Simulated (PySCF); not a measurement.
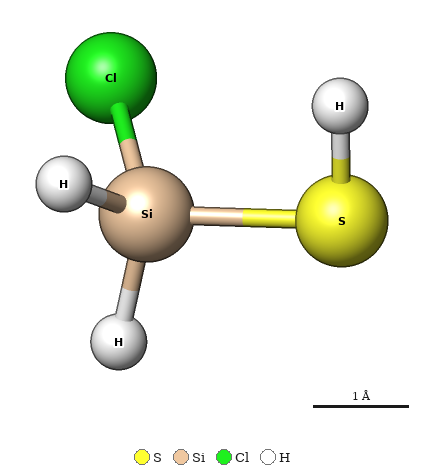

Figure 1. The structure as given in the input (ball-and-stick view, seen at a tilt).

NMR shielding calculation, with input and output: SiH₃SCl

The run: NMR shielding calculation of SiH₃SCl (ClH2Si(SH)), SMILES S[SiH2]Cl. Method and program: GIAO BHandHLYP/pcSseg-2 NMR shielding, non-relativistic, gas phase (PySCF 2.14.0).

The geometry comes from this level: PBE0-D3(BJ)/def2-SVP. Figures and captions count atoms from 1; the log counts them from 0 in places.

Log:
```
coarse grid: 6736 points
cycle   1  E = -1149.7816389293  dE =  7.105e-02  |g| = 3.226e-01  |ddm| = 1.831e+00
cycle   2  E = -1149.7941963686  dE = -1.256e-02  |g| = 2.815e-01  |ddm| = 5.486e-01
cycle   3  E = -1149.8135252747  dE = -1.933e-02  |g| = 2.564e-02  |ddm| = 2.605e-01
cycle   4  E = -1149.8136778754  dE = -1.526e-04  |g| = 8.326e-03  |ddm| = 2.448e-02
cycle   5  E = -1149.8136976772  dE = -1.980e-05  |g| = 3.248e-03  |ddm| = 1.151e-02
cycle   6  E = -1149.8137005011  dE = -2.824e-06  |g| = 3.464e-04  |ddm| = 2.959e-03
final grid: 51536 points
cycle   7  E = -1149.8184956546  dE = -5.160e-06  |g| = 1.150e-03  |ddm| = 5.877e-03
cycle   8  E = -1149.8184957609  dE = -1.063e-07  |g| = 8.830e-04  |ddm| = 1.627e-03
cycle   9  E = -1149.8184959194  dE = -1.586e-07  |g| = 8.334e-05  |ddm| = 7.698e-04
cycle  10  E = -1149.8184959206  dE = -1.147e-09  |g| = 2.508e-05  |ddm| = 7.591e-05
cycle  11  E = -1149.8184959207  dE = -1.339e-10  |g| = 7.842e-06  |ddm| = 2.766e-05
```

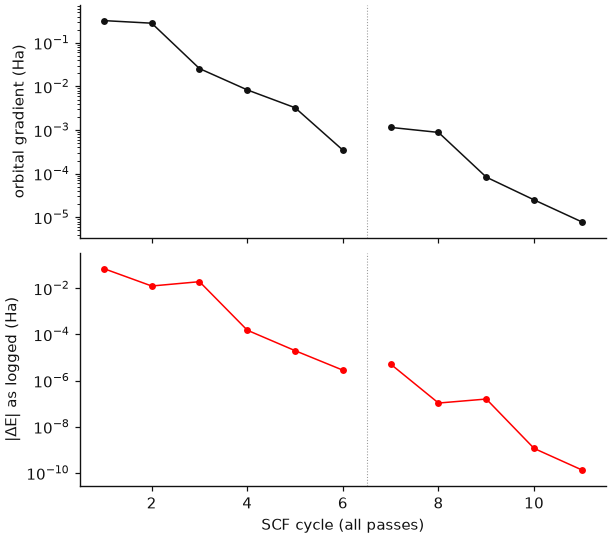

Figure 2. Convergence of the self-consistent field: orbital gradient and size of the energy change against the SCF cycle. The dotted line marks the change from a coarse to the final integration grid. The first 6 cycles use a coarse grid, the final grid takes over at cycle 7, and the field converges after 11 cycles in all.

```
converged SCF energy = -1149.8184959207

GIAO shielding tensors (ppm)
atom      isotropic    diamagn.    paramagn.     s11        s22        s33       span
  0 S      661.393    1056.575    -395.182    536.919    672.178    775.082    238.162
  1 Si     354.053     874.991    -520.938    283.910    378.391    399.857    115.947
  2 Cl     910.257    1148.509    -238.252    794.508    908.753   1027.511    233.004
  3 H       30.390      30.373       0.016     23.286     27.549     40.333     17.047
  4 H       25.998      28.314      -2.316     21.373     25.088     31.533     10.160
  5 H       26.231      28.009      -1.778     21.907     24.979     31.808      9.902
```

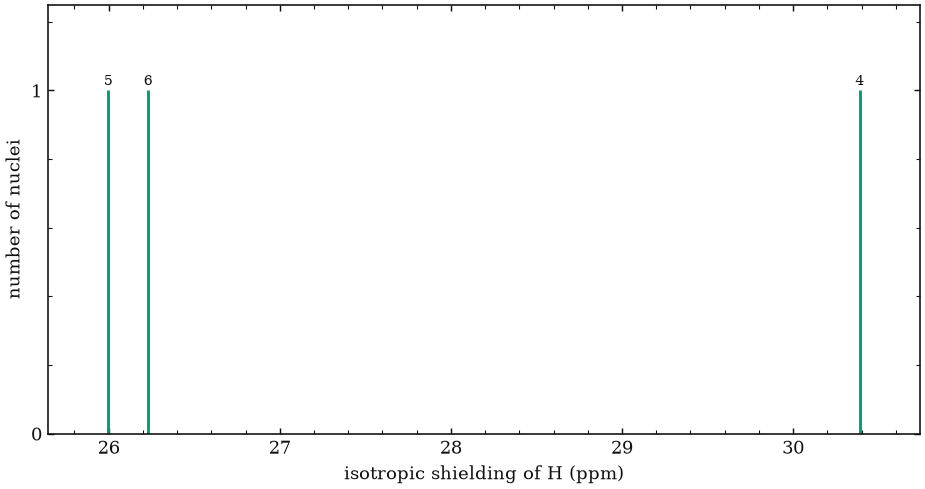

Figure 3. Isotropic shieldings of the hydrogen nuclei in this fixed geometry, labelled by atom number; shielding grows to the right, so chemical shift grows to the left. The least shielded is H5 (26.0 ppm), the most shielded H4 (30.4 ppm).

This output came from the following input.

The input:
```
{"job": {"kind": "nmr", "xc": "BHandHLYP", "basis": "pcSseg-2", "pop": false}, "charge": 0, "multiplicity": 1}
S      1.537710    -0.221915    -0.722513
Si    -0.476729    -0.188478    -0.028754
Cl    -1.272679     1.719865    -0.012842
H      2.033731     0.425936     0.355207
H     -0.578781    -0.709423     1.360107
H     -1.237013    -1.022015    -0.994365
```

The first line tells a small driver script what to run in PySCF; the rest is the geometry in Å.

Launch command:
```bash
OMP_NUM_THREADS=1 python <driver script> task.json out
```

Key numbers:

- outcome: converged
- total energy: −1149.818496 hartree
- HOMO: −9.04 eV
- LUMO: 0.56 eV
- dipole moment: 1.32 D
- isotropic shielding, S: 661.4 ppm
- isotropic shielding, Si: 354.1 ppm
- isotropic shielding, Cl: 910.3 ppm
- isotropic shielding, H: 26.0 to 30.4 ppm
- hardware: 1 CPU thread, shared host
- wall time: 14 s
- peak memory: 0.71 GiB
